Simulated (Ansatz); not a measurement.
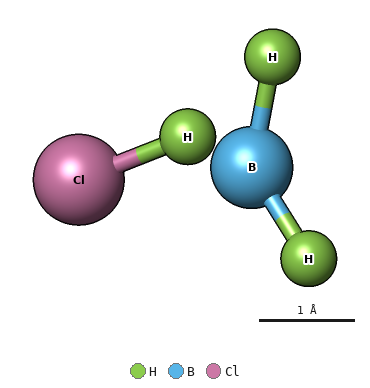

**Figure 1.** The input geometry (ball-and-stick view, seen at a tilt). Bond lengths as drawn: B–H 1.20 Å and Cl–H 1.33 Å.

Geometry relaxation, with input and output: BH3Cl

System: BH3Cl, multiplicity 2.
Method: UKS PBE-D4/6-31G (Ansatz 0.2.0).

It belongs to a series of runs on one base structure; here: end point B relaxed.

What the program printed:
```
The last accepted step is kept in [file] (removed where the run ends without a failure and the disk answers)
Engine: ansatz 0.2.0, aarch64-unknown-linux-gnu
Functional definition: PBE
  parameter kappa = 0.804
  parameter beta = 0.06672455060314922
  exchange = pbe_x(kappa = kappa, mu = beta*pi^2/3)
  correlation = pbe_c(beta = beta)
388 factors; integrals over basis functions are off by at most 2.3e-4 eV
mean field evaluation 1: about -13235.9414 eV, gradient 9.1e0 eV
mean field evaluation 2: about -13235.9095 eV, gradient 8.7e0 eV
mean field evaluation 4: about -13236.7034 eV, gradient 7.4e-1 eV
mean field evaluation 8: about -13236.7016 eV, gradient 6.1e-3 eV
mean field -13236.70163189 eV, -486.4398128132 hartree, gradient 5.9e-5 eV, S^2 0.751883; 0 other end points of the search recorded, 0 dependent functions left out
the calculation of the forces begins
reference -13236.70165551 eV, -486.4398136814 hartree; 13, 12 occupied and 15, 16 virtual orbitals, 388 factors
relax step   1: F+E_penalty+E_count = -13236.75874845 eV  Δ(F+E_penalty+E_count) = +0.000e0 eV  max|allowed force component| = 1.602e-1 eV/Å  Δτ_max = 0.0000 Å  (22 SCF iters, accepted)
these checks for a lower state are left out or cut short: starts, cluster_reference, orbital_swaps, neighbouring_geometries, increment
388 factors; integrals over basis functions are off by at most 2.3e-4 eV
mean field evaluation 16: about -13236.7111 eV, gradient 5.2e-3 eV
mean field -13236.70626171 eV, -486.4399829560 hartree, gradient 7.0e-5 eV, S^2 0.751708; 0 other end points of the search recorded, 0 dependent functions left out
[... from here on the field's lines of each further geometry are left out, up to the last ...]
relax step   2: F+E_penalty+E_count = -13236.76327813 eV  Δ(F+E_penalty+E_count) = -4.530e-3 eV  max|allowed force component| = 6.886e-1 eV/Å  Δτ_max = 0.1939 Å  (26 SCF iters, accepted)
relax step   3: F+E_penalty+E_count = -13236.78729326 eV  Δ(F+E_penalty+E_count) = -2.402e-2 eV  max|allowed force component| = 5.075e-1 eV/Å  Δτ_max = 0.1398 Å  (26 SCF iters, accepted)
relax step   4: F+E_penalty+E_count = -13236.81140309 eV  Δ(F+E_penalty+E_count) = -2.411e-2 eV  max|allowed force component| = 3.911e-1 eV/Å  Δτ_max = 0.1942 Å  (26 SCF iters, accepted)
relax step   5: F+E_penalty+E_count = -13236.82709095 eV  Δ(F+E_penalty+E_count) = -1.569e-2 eV  max|allowed force component| = 5.701e-1 eV/Å  Δτ_max = 0.1957 Å  (25 SCF iters, accepted)
relax step   6: F+E_penalty+E_count = -13236.86699926 eV  Δ(F+E_penalty+E_count) = -3.991e-2 eV  max|allowed force component| = 3.464e-1 eV/Å  Δτ_max = 0.0955 Å  (25 SCF iters, accepted)
relax step   7: F+E_penalty+E_count = -13236.93242330 eV  Δ(F+E_penalty+E_count) = -6.542e-2 eV  max|allowed force component| = 7.360e-1 eV/Å  Δτ_max = 0.1953 Å  (26 SCF iters, accepted)
relax step   8: F+E_penalty+E_count = -13237.00153245 eV  Δ(F+E_penalty+E_count) = -6.911e-2 eV  max|allowed force component| = 1.008e0 eV/Å  Δτ_max = 0.1078 Å  (27 SCF iters, accepted)
relax step   9: F+E_penalty+E_count = -13237.08333952 eV  Δ(F+E_penalty+E_count) = -8.181e-2 eV  max|allowed force component| = 2.406e0 eV/Å  Δτ_max = 0.1947 Å  (26 SCF iters, accepted)
relax step  10: F+E_penalty+E_count = -13237.28584267 eV  Δ(F+E_penalty+E_count) = -2.025e-1 eV  max|allowed force component| = 1.374e0 eV/Å  Δτ_max = 0.1616 Å  (28 SCF iters, accepted)
relax step  11: F+E_penalty+E_count = -13237.47846175 eV  Δ(F+E_penalty+E_count) = -1.926e-1 eV  max|allowed force component| = 2.674e0 eV/Å  Δτ_max = 0.1977 Å  (28 SCF iters, accepted)
relax step  12: F+E_penalty+E_count = -13237.74176668 eV  Δ(F+E_penalty+E_count) = -2.633e-1 eV  max|allowed force component| = 6.030e-1 eV/Å  Δτ_max = 0.2000 Å  (26 SCF iters, accepted)
relax step  13: F+E_penalty+E_count = -13237.79858978 eV  Δ(F+E_penalty+E_count) = -5.682e-2 eV  max|allowed force component| = 2.797e-1 eV/Å  Δτ_max = 0.1957 Å  (22 SCF iters, accepted)
relax step  14: F+E_penalty+E_count = -13237.77082062 eV  Δ(F+E_penalty+E_count) = +2.777e-2 eV  max|allowed force component| = 6.870e-1 eV/Å  Δτ_max = 0.1774 Å  (22 SCF iters, rejected (line search))
relax step  15: F+E_penalty+E_count = -13237.81653583 eV  Δ(F+E_penalty+E_count) = -1.795e-2 eV  max|allowed force component| = 9.065e-2 eV/Å  Δτ_max = 0.0872 Å  (22 SCF iters, accepted)
relax step  16: F+E_penalty+E_count = -13237.82842540 eV  Δ(F+E_penalty+E_count) = -1.189e-2 eV  max|allowed force component| = 4.957e-2 eV/Å  Δτ_max = 0.0999 Å  (22 SCF iters, accepted)
relax step  17: F+E_penalty+E_count = -13237.83675735 eV  Δ(F+E_penalty+E_count) = -8.332e-3 eV  max|allowed force component| = 3.348e-2 eV/Å  Δτ_max = 0.1420 Å  (22 SCF iters, accepted)
relax step  18: F+E_penalty+E_count = -13237.83881795 eV  Δ(F+E_penalty+E_count) = -2.061e-3 eV  max|allowed force component| = 2.061e-2 eV/Å  Δτ_max = 0.0880 Å  (21 SCF iters, accepted)
relax step  19: F+E_penalty+E_count = -13237.83883043 eV  Δ(F+E_penalty+E_count) = -1.248e-5 eV  max|allowed force component| = 1.319e-1 eV/Å  Δτ_max = 0.0841 Å  (21 SCF iters, accepted)
the calculation of the forces begins
reference -13237.79167793 eV, -486.4798712665 hartree; 13, 12 occupied and 15, 16 virtual orbitals, 388 factors
relax step  20: F+E_penalty+E_count = -13237.83948021 eV  Δ(F+E_penalty+E_count) = -6.498e-4 eV  max|allowed force component| = 1.217e-3 eV/Å  Δτ_max = 0.0108 Å  (20 SCF iters, accepted)
388 factors; integrals over basis functions are off by at most 2.3e-4 eV
mean field evaluation 128: about -13237.7952 eV, gradient 2.0e-2 eV
```

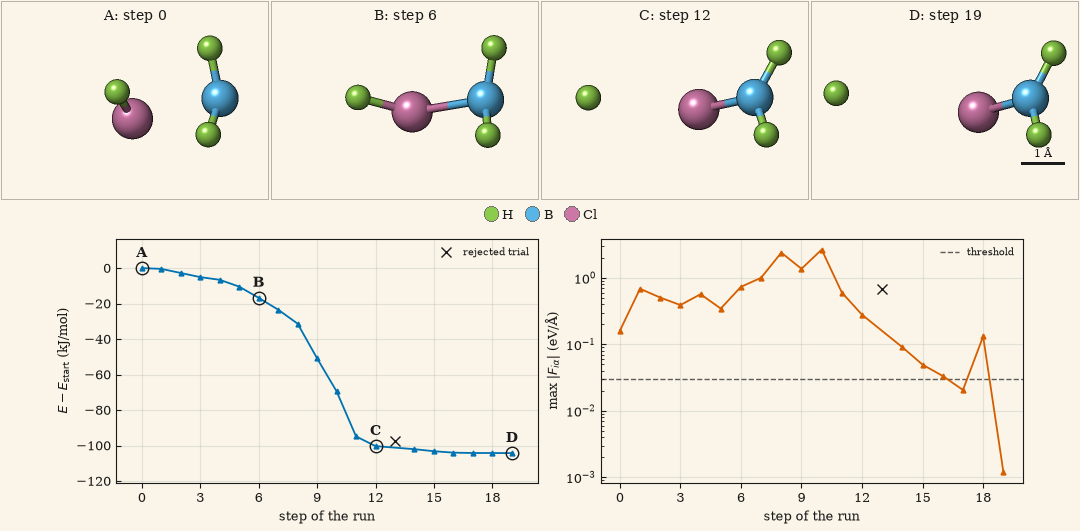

**Figure 2.** Frames of the relaxation (ball-and-stick view, seen at a tilt) above the curves, on which the letters mark them (the first geometry is step 0 here and step 1 in the log).

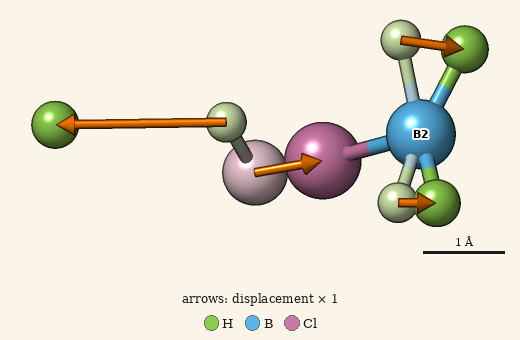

**Figure 3.** Start (faint) and end (solid) with the displacements as orange arrows, at true length (ball-and-stick view, seen at a tilt). The two geometries are laid on each other by the best rigid fit. The largest move after the best rigid fit is that of H1, 2.15 Å. By element the largest moves are H 2.15 Å, Cl 0.89 Å, B 0.01 Å. Distances before and after: H1–Cl3 1.333 → 3.452 Å, B2–Cl3 2.586 → 1.796 Å, B2–H4 1.204 → 1.196 Å. New bonds form: B2–Cl3 (2.59 → 1.80 Å). Bonds break: H1–Cl3 (1.33 → 3.45 Å). Among the angles that change: H4–B2–H5 128.1° → 125.3°. After 19 geometry steps the energy has fallen by 104.3 kJ/mol. Largest force component: 0.16 eV/Å at the start, 0.0012 eV/Å at the end. The line search rejected the trial step at point 13 (counted from 0) and went back. (Atoms are counted from 1 in the order of the input.)

```
mean field -13237.79164772 eV, -486.4798701562 hartree, gradient 2.2e-5 eV, S^2 0.750004; 1 other end points of the search recorded, 0 dependent functions left out
the calculation of the forces begins
reference -13237.79167793 eV, -486.4798712665 hartree; 13, 12 occupied and 15, 16 virtual orbitals, 388 factors
Total energy: -13237.83951042 eV, -486.4816290780 hartree
Atom 0 at    -0.572658    -3.473355     0.635753 Å, force    -0.000089    -0.001196    -0.000173 eV/Å
Atom 1 at     0.151446     1.016457    -0.067452 Å, force    -0.001217     0.000489     0.001055 eV/Å
Atom 2 at     0.067105    -0.508675    -1.012538 Å, force    -0.000111     0.000997     0.001009 eV/Å
Atom 3 at     1.180557     1.260945     0.490409 Å, force     0.000459     0.000136    -0.000782 eV/Å
Atom 4 at    -0.826449     1.704529    -0.046172 Å, force     0.000957    -0.000427    -0.001108 eV/Å
Dipole moment:     0.009168     0.175594     0.112881 e Å
```

Trajectory as extended XYZ (Å, eV, eV/Å), 20 frames, from step=1 to step=20:
```
5
Properties=species:S:1:pos:R:3:forces:R:3 step=1 energy=-13236.75875
H    -0.3764   -1.3453    0.3442   -0.0718  -0.0629   0.1602
B     0.1752    0.9923   -0.1540    0.0597   0.1270  -0.0193
Cl    0.0878   -1.4828   -0.8973    0.0508   0.0352  -0.1062
H     1.1104    0.8248    0.5859   -0.0035  -0.0503  -0.0225
H    -0.9971    1.0109    0.1212   -0.0352  -0.0490  -0.0122
5
Properties=species:S:1:pos:R:3:forces:R:3 step=2 energy=-13236.76328
H    -0.4224   -1.5302    0.3803    0.2746   0.0064  -0.6886
B     0.1912    1.0681   -0.1672   -0.0101  -0.1553  -0.0274
Cl    0.0943   -1.4032   -0.8746   -0.2726  -0.0899   0.6465
H     1.1224    0.8386    0.5634   -0.0248   0.1142   0.0264
H    -0.9856    1.0265    0.0980    0.0330   0.1246   0.0430
5
Properties=species:S:1:pos:R:3:forces:R:3 step=3 energy=-13236.78729
H    -0.4395   -1.6681    0.3650    0.2007   0.0290  -0.4927
B     0.1994    1.0920   -0.1752   -0.0166  -0.1328  -0.0441
Cl    0.0851   -1.4119   -0.8551   -0.2025  -0.0180   0.5075
H     1.1307    0.8975    0.5648   -0.0154   0.0548   0.0102
H    -0.9756    1.0904    0.1005    0.0338   0.0669   0.0189
5
Properties=species:S:1:pos:R:3:forces:R:3 step=4 energy=-13236.81140
H    -0.4623   -1.8592    0.3396    0.1662   0.0923  -0.3675
B     0.2096    1.1179   -0.1914   -0.0482  -0.2243   0.0125
Cl    0.0738   -1.3830   -0.8048   -0.1598  -0.0034   0.3911
H     1.1404    0.9601    0.5582   -0.0003   0.0604  -0.0180
H    -0.9614    1.1641    0.0984    0.0422   0.0750  -0.0180
5
Properties=species:S:1:pos:R:3:forces:R:3 step=5 energy=-13236.82709
H    -0.4741   -2.0516    0.3059    0.2799   0.3407  -0.5412
B     0.2162    1.1130   -0.2057   -0.1175  -0.3064   0.1495
Cl    0.0551   -1.3361   -0.7432   -0.2596  -0.1481   0.5701
H     1.1520    1.0247    0.5524   -0.0238   0.0536  -0.0900
H    -0.9491    1.2499    0.0906    0.1210   0.0601  -0.0884
5
Properties=species:S:1:pos:R:3:forces:R:3 step=6 energy=-13236.86700
H    -0.4548   -2.0869    0.2840    0.1137   0.1722  -0.1875
B     0.2114    1.0594   -0.2073   -0.1590  -0.3464   0.2306
Cl    0.0365   -1.2578   -0.6919   -0.0822  -0.0109   0.1673
H     1.1555    1.0182    0.5446   -0.0415   0.0937  -0.1085
H    -0.9485    1.2671    0.0706    0.1691   0.0913  -0.1019
5
Properties=species:S:1:pos:R:3:forces:R:3 step=7 energy=-13236.93242
H    -0.4155   -2.1100    0.2578   -0.2182  -0.5168   0.5142
B     0.1821    0.8683   -0.1797   -0.3759   0.4091   0.7346
Cl    0.0135   -1.1356   -0.6449    0.2321   0.6706  -0.5020
H     1.1660    1.0391    0.5322   -0.3741  -0.1725  -0.4413
H    -0.9461    1.3381    0.0346    0.7360  -0.3903  -0.3056
5
Properties=species:S:1:pos:R:3:forces:R:3 step=8 energy=-13237.00153
H    -0.3947   -2.1190    0.2625   -0.2992  -0.7508   0.7240
B     0.1592    0.7954   -0.1360   -0.3604   0.8419   0.9297
Cl    0.0045   -1.0295   -0.6284    0.2862   0.2532  -1.0079
H     1.1761    1.0121    0.5097   -0.4426  -0.0273  -0.4288
H    -0.9450    1.3409   -0.0079    0.8160  -0.3171  -0.2170
5
Properties=species:S:1:pos:R:3:forces:R:3 step=9 energy=-13237.08334
H    -0.3825   -2.2815    0.2608   -0.3111  -1.0296   0.7461
B     0.1016    0.7070    0.0277    0.0391   2.4063   0.0822
Cl   -0.0172   -0.9433   -0.6335    0.2148  -0.0289  -1.0524
H     1.2126    1.0720    0.4465   -0.9451  -0.4233  -0.1297
H    -0.9146    1.4458   -0.1016    1.0024  -0.9244   0.3539
5
Properties=species:S:1:pos:R:3:forces:R:3 step=10 energy=-13237.28584
H    -0.4108   -2.4352    0.3022   -0.2073  -0.7240   0.4829
B     0.1331    0.7692   -0.0556   -0.3369   1.3742   0.7268
Cl   -0.0121   -0.9387   -0.6727    0.2336   0.7609  -0.5078
H     1.2127    1.1110    0.4880   -1.0126  -0.4193  -0.6225
H    -0.9229    1.4937   -0.0619    1.3232  -0.9918  -0.0794
5
Properties=species:S:1:pos:R:3:forces:R:3 step=11 energy=-13237.47846
H    -0.4300   -2.6233    0.3601   -0.1206  -0.4988   0.2876
B     0.1286    0.7812   -0.0418   -0.2107   2.6743   1.0358
Cl   -0.0049   -0.8078   -0.7146    0.0273  -1.0083  -0.9124
H     1.2160    1.1226    0.4786   -1.0221  -0.2905  -0.4895
H    -0.9096    1.5272   -0.0823    1.3261  -0.8767   0.0784
5
Properties=species:S:1:pos:R:3:forces:R:3 step=12 energy=-13237.74177
H    -0.4613   -2.8141    0.4113   -0.0592  -0.2563   0.1389
B     0.1275    0.8538   -0.0275   -0.0560   0.6030   0.1078
Cl    0.0051   -0.7567   -0.7670    0.0286  -0.2021  -0.3091
H     1.1802    1.1597    0.4621   -0.1199  -0.0185  -0.0056
H    -0.8514    1.5571   -0.0790    0.2064  -0.1260   0.0680
5
Properties=species:S:1:pos:R:3:forces:R:3 step=13 energy=-13237.79859
H    -0.4857   -3.0041    0.4511   -0.0286  -0.1303   0.0669
B     0.1325    0.8977   -0.0354   -0.0282   0.2797  -0.0165
Cl    0.0071   -0.7154   -0.8045    0.0247   0.0463  -0.0705
H     1.1749    1.2066    0.4649    0.0029  -0.0844   0.0096
H    -0.8287    1.6151   -0.0762    0.0293  -0.1113   0.0105
5
Properties=species:S:1:pos:R:3:forces:R:3 step=14 energy=-13237.77082 accepted=F
H    -0.5129   -3.1738    0.4952   -0.0125  -0.0578   0.0276
B     0.1556    0.9798   -0.0969    0.1222  -0.6622   0.4787
Cl    0.0115   -0.6440   -0.8144    0.0302  -0.2362  -0.3406
H     1.1545    1.2136    0.4763    0.5472   0.2738   0.0351
H    -0.8087    1.6243   -0.0603   -0.6870   0.6824  -0.2008
5
Properties=species:S:1:pos:R:3:forces:R:3 step=15 energy=-13237.81654
H    -0.5003   -3.0836    0.4837   -0.0185  -0.0842   0.0430
B     0.1355    0.9227   -0.0421    0.0347   0.0907  -0.0095
Cl    0.0171   -0.6774   -0.8402    0.0126  -0.0009  -0.0661
H     1.1753    1.2115    0.4697    0.0397  -0.0208   0.0267
H    -0.8277    1.6267   -0.0711   -0.0684   0.0152   0.0060
5
Properties=species:S:1:pos:R:3:forces:R:3 step=16 energy=-13237.82842
H    -0.5173   -3.1750    0.5202   -0.0110  -0.0496   0.0253
B     0.1395    0.9460   -0.0482    0.0199   0.0343  -0.0122
Cl    0.0292   -0.6388   -0.8830    0.0087   0.0150  -0.0322
H     1.1774    1.2225    0.4756    0.0200  -0.0099   0.0145
H    -0.8288    1.6452   -0.0646   -0.0376   0.0101   0.0045
5
Properties=species:S:1:pos:R:3:forces:R:3 step=17 energy=-13237.83676
H    -0.5420   -3.3042    0.5737   -0.0042  -0.0195   0.0094
B     0.1448    0.9775   -0.0564    0.0040  -0.0080  -0.0192
Cl    0.0475   -0.5810   -0.9463    0.0040   0.0335   0.0041
H     1.1798    1.2373    0.4838   -0.0086  -0.0015   0.0008
H    -0.8302    1.6704   -0.0549    0.0048  -0.0045   0.0049
5
Properties=species:S:1:pos:R:3:forces:R:3 step=18 energy=-13237.83882
H    -0.5571   -3.3844    0.6068   -0.0018  -0.0086   0.0037
B     0.1476    0.9950   -0.0611    0.0023   0.0206  -0.0096
Cl    0.0588   -0.5425   -0.9843   -0.0007  -0.0064  -0.0063
H     1.1801    1.2465    0.4879   -0.0099   0.0005   0.0041
H    -0.8294    1.6853   -0.0493    0.0100  -0.0061   0.0082
5
Properties=species:S:1:pos:R:3:forces:R:3 step=19 energy=-13237.83883
H    -0.5710   -3.4629    0.6334   -0.0002  -0.0019   0.0002
B     0.1520    1.0168   -0.0683   -0.0172  -0.1247  -0.0370
Cl    0.0661   -0.5168   -1.0136    0.0094   0.1319   0.0719
H     1.1799    1.2597    0.4925    0.0077  -0.0032  -0.0163
H    -0.8271    1.7030   -0.0439    0.0003  -0.0021  -0.0188
5
Properties=species:S:1:pos:R:3:forces:R:3 step=20 energy=-13237.83948
H    -0.5727   -3.4734    0.6358   -0.0001  -0.0012  -0.0002
B     0.1514    1.0165   -0.0675   -0.0012   0.0005   0.0011
Cl    0.0671   -0.5087   -1.0125   -0.0001   0.0010   0.0010
H     1.1806    1.2609    0.4904    0.0005   0.0001  -0.0008
H    -0.8264    1.7045   -0.0462    0.0010  -0.0004  -0.0011
```

The run was set up as follows.

Input file:
```yaml
crystal:
  periodic: [false, false, false]
  atoms:
    - { symbol: H, position_ang: [-0.376388, -1.345327, 0.344231] }
    - { symbol: B, position_ang: [0.175249, 0.99232, -0.154001] }
    - { symbol: Cl, position_ang: [0.087817, -1.482763, -0.897342] }
    - { symbol: H, position_ang: [1.110416, 0.824793, 0.585915] }
    - { symbol: H, position_ang: [-0.997093, 1.010878, 0.121197] }
magnetization:
  spin_polarized: true
  initial_magnetization: 1
basis:
  gaussian: { orbitals: "6-31G" }
hamiltonian:
  xc: pbe
  dispersion: d4
relax:
  f_tol: 0.03
  max_steps: 50
```

Launch command:
```bash
ansatz run input.yaml --threads 1 --pin off --max-ram 2048MiB --backend cpu --events-out ev --progress --plain --runs-dir out
```

Key numbers:

```tsv
quantity	value
outcome	converged
total energy	−13237.8395 eV
mean-field energy	−13237.7917 eV
⟨S²⟩	0.750
largest force (length of the vector) at the end	0.002 eV/Å
hardware	1 thread of Arm Neoverse V2, 24 GiB of memory available, shared host
wall time	16 s
peak memory	0.18 GiB
```
